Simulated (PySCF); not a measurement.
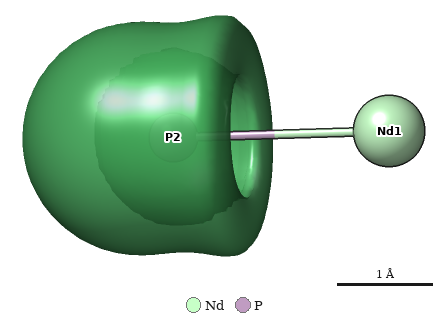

Figure 1: NdP (quartet). Isosurface of the ELF at 0.8 (green), seen from one side. Core shells and regions of very low density are left out.

⟨S²⟩ = 3.88, above the pure value of 3.75.

Computed with PySCF 2.14.0, PBE0/x2c-SVPall, spin-free X2C-1e, Gaussian nucleus, at a bond length of 2.346 Å.

### Describe the localisation domains.

The ELF exceeds this value in one ring or bowl of non-bonding electrons around P.

Values along the shortest contacts:
Nd–P (2.35 Å): the ELF peaks at about 0.60 in the valence shell of P, 0.9 Å from its nucleus, and is about 0.40 at the midpoint.
